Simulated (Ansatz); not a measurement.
**One shape, several levels: B3H3O3 (SMILES B1OBOBO1)**

Wanted: a comparison of 6 runs (HF/STO-3G, HF/3-21G, B2PLYP/6-31G*, CAM-B3LYP/6-31G*, wB97M-V/6-31G*, MP2/6-31G*) of B3H3O3. 

The results are computed with Ansatz 0.2.0.

53 further runs of the same task are left out: 3 that didn't finish, 50 set aside as unsound or not needed.

### Step 1. Starting point

The species is B3H3O3 (9 atoms), meant as a singlet with charge 0. As SMILES, `B1OBOBO1`. The B5–H9 distance was set to 1.786 Å, away from the relaxed value. At this shape a bond of the SMILES string is far longer than usual.

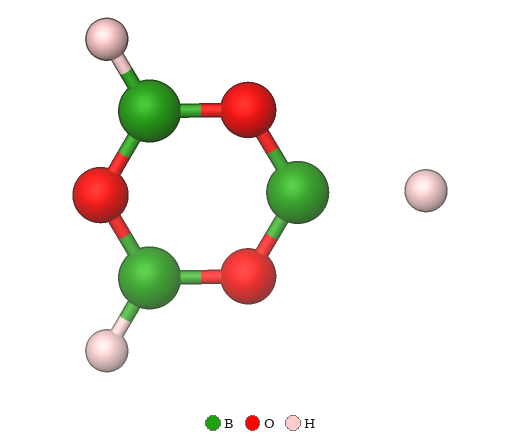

The structure, seen from a chosen angle (boron green, oxygen red, hydrogen pink).

### Step 2. A single-point energy at HF/STO-3G (run 1)

Input file run.yaml:

```yaml
crystal:
  periodic: [false, false, false]
  atoms:
    - {symbol: B, position_ang: [1.567835, -0.341975, -0.696285]}
    - {symbol: O, position_ang: [0.879035, -1.511275, -0.896385]}
    - {symbol: B, position_ang: [-0.420665, -1.630475, -0.473885]}
    - {symbol: O, position_ang: [-1.031165, -0.573175, 0.151615]}
    - {symbol: B, position_ang: [-0.348565, 0.599125, 0.355315]}
    - {symbol: O, position_ang: [0.950835, 0.711125, -0.069985]}
    - {symbol: H, position_ang: [2.695535, -0.241575, -1.064185]}
    - {symbol: H, position_ang: [-1.015665, -2.646475, -0.649085]}
    - {symbol: H, position_ang: [-1.147300, 1.972500, 1.170100]}
basis:
  gaussian: {orbitals: STO-3G}
total_charge: 0
hamiltonian: {xc: hf}
accuracy: high
output: {orbitals: {seedname: orbitals}}
```

On the command line:

```bash
$ ansatz run run.yaml --threads 1 --pin off --max-ram 3480MiB --events-out events.jsonl --progress --plain --runs-dir runs
```

Standard output:

```text
Warning: RAYON_NUM_THREADS=1 ignored (pool sized by the plan → 1); use --threads N
Functional definition: HF
  name "HF"
  exchange = exact_x
  correlation = 0
733 factors; integrals over basis functions are off by at most 4.3e-8 eV
mean field evaluation 1: about -8067.7344 eV, gradient 3.2e1 eV
mean field evaluation 2: about -8067.8887 eV, gradient 3.3e1 eV
mean field evaluation 4: about -8071.7073 eV, gradient 1.8e0 eV
mean field evaluation 8: about -8071.7211 eV, gradient 4.0e-4 eV
mean field -8071.72106557 eV, -296.6302779508 hartree, gradient 3.0e-8 eV, S^2 0.000000; 0 other end points of the search recorded, 0 dependent functions left out
reference -8071.72106557 eV, -296.6302779508 hartree; 21, 21 occupied and 12, 12 virtual orbitals, 733 factors
Total energy: -8071.72106557 eV, -296.6302779508 hartree
```

Wall time 0.36 s (1 thread of Arm Neoverse V1, shared host).

### Step 3. A single-point energy at HF/3-21G (run 2)

Input file molecule.yaml:

```yaml
basis:
  gaussian:
    orbitals: 3-21G.json
crystal:
  periodic: [false, false, false]
  atoms:
    - {symbol: B, position_ang: [1.567835, -0.341975, -0.696285]}
    - {symbol: O, position_ang: [0.879035, -1.511275, -0.896385]}
    - {symbol: B, position_ang: [-0.420665, -1.630475, -0.473885]}
    - {symbol: O, position_ang: [-1.031165, -0.573175, 0.151615]}
    - {symbol: B, position_ang: [-0.348565, 0.599125, 0.355315]}
    - {symbol: O, position_ang: [0.950835, 0.711125, -0.069985]}
    - {symbol: H, position_ang: [2.695535, -0.241575, -1.064185]}
    - {symbol: H, position_ang: [-1.015665, -2.646475, -0.649085]}
    - {symbol: H, position_ang: [-1.147300, 1.972500, 1.170100]}
accuracy: high
hamiltonian:
  xc: hf
output:
  orbitals: {seedname: orbitals}
```

The basis set 3-21G is read from a file made from the Basis Set Exchange's data (not shown).

On the command line:

```bash
$ ansatz run molecule.yaml --threads 1 --pin off --max-ram 3480MiB --events-out events.jsonl --progress --plain --runs-dir runs
```

Standard output:

```text
Warning: RAYON_NUM_THREADS=1 ignored (pool sized by the plan → 1); use --threads N
[... 4 set-up lines as earlier in the session ...]
1432 factors; integrals over basis functions are off by at most 3.1e-9 eV
mean field evaluation 1: about -8131.3047 eV, gradient 4.1e1 eV
mean field evaluation 2: about -8131.6528 eV, gradient 4.2e1 eV
mean field evaluation 4: about -8135.3090 eV, gradient 2.7e0 eV
mean field evaluation 8: about -8135.3619 eV, gradient 8.3e-2 eV
mean field evaluation 16: about -8135.3619 eV, gradient 2.9e-8 eV
mean field -8135.36192597 eV, -298.9690364332 hartree, gradient 2.9e-8 eV, S^2 0.000000; 0 other end points of the search recorded, 0 dependent functions left out
reference -8135.36192597 eV, -298.9690364332 hartree; 21, 21 occupied and 39, 39 virtual orbitals, 1432 factors
Total energy: -8135.36192597 eV, -298.9690364332 hartree
```

It took 0.85 s on 1 thread of Arm Neoverse V1, shared host; peak memory 0.13 GiB.

Runs 3 to 5 aren't shown in full; the table further down has their settings and results.

### Step 4. The energy at MP2/6-31G(d) (spherical functions) (run 6)

Changes to molecule.yaml since step 3:

```diff
@@ -1,4 +1 @@
-basis:
-  gaussian:
-    orbitals: 3-21G.json
 crystal:
@@ -15,6 +12,5 @@
     - {symbol: H, position_ang: [-1.147300, 1.972500, 1.170100]}
+basis:
+  gaussian: {orbitals: 6-31G_st_-spherical.json}
+correlation: {method: mp2, frozen_orbitals: {B: 1, H: 0, O: 1}}
 accuracy: high
-hamiltonian:
-  xc: hf
-output:
-  orbitals: {seedname: orbitals}
```

The basis set 6-31G* is read from a file made from the Basis Set Exchange's data (not shown).

On the command line:

```bash
$ ansatz run molecule.yaml --threads 1 --pin off --max-ram 3480MiB --events-out events.jsonl --progress --plain --runs-dir runs
```

Standard output:

```text
Warning: RAYON_NUM_THREADS=1 ignored (pool sized by the plan → 1); use --threads N
[... 4 set-up lines as earlier in the session ...]
2129 factors; integrals over basis functions are off by at most 3.0e-9 eV
mean field evaluation 1: about -8175.7801 eV, gradient 4.5e1 eV
mean field evaluation 2: about -8175.8600 eV, gradient 4.6e1 eV
mean field evaluation 4: about -8180.1760 eV, gradient 3.5e0 eV
mean field evaluation 8: about -8180.2282 eV, gradient 1.2e-1 eV
mean field -8180.22822514 eV, -300.6178425161 hartree, gradient 2.9e-8 eV, S^2 0.000000; 0 other end points of the search recorded, 0 dependent functions left out
6 core orbitals not correlated: weight in the atoms' cores, before any rotation towards them, 1.000 or more for the frozen orbitals, at most 0.000 for the correlated occupied ones
reference -8180.22822514 eV, -300.6178425161 hartree; 15, 15 occupied and 69, 69 virtual orbitals, 2129 factors
second order -19.97698241 eV of doubles, -0.00000000 eV of singles
Total energy: -8200.20520755 eV, -301.3519830789 hartree
```

Run time: 3.6 s. Hardware: 1 thread of Arm Neoverse V1, shared host; peak memory 0.26 GiB.

### Step 5. All runs side by side

```tsv
run	level	frozen core orbitals	energy (Eh)	HOMO energy (eV)	LUMO energy (eV)	HOMO–LUMO gap (eV)	wall time
1	HF/STO-3G	–	-296.630278	-8.91	7.16	16.07	0.36 s
2	HF/3-21G	–	-298.969036	-11.38	3.32	14.71	0.85 s
3	B2PLYP/6-31G* (spherical functions)	6	-301.948181	-9.49	1.10	10.59	13 s
4	CAM-B3LYP/6-31G* (spherical functions)	–	-302.114128	-9.73	0.75	10.48	10 s
5	wB97M-V/6-31G* (spherical functions)	–	-302.142057	-10.48	1.72	12.20	86 s
6	MP2/6-31G* (spherical functions)	6	-301.351983	–	–	–	3.6 s
```

### Step 6. What came out

| quantity | value |
| --- | --- |
| run 6: total energy | -301.35198 Eh |
| run 6: correlation energy (6 core orbitals frozen) | -734.1 mEh |

In words: Over runs 1, 2, 3, 4, 5 the HOMO–LUMO gap runs from 10.48 eV (CAM-B3LYP/6-31G*) to 16.07 eV (HF/STO-3G). The two ends differ in method and basis. Totals of different functionals can't be ranked against each other. In run 1 the basis is minimal, so the values are rough. All runs together took 1.9 min, the longest 86 s.
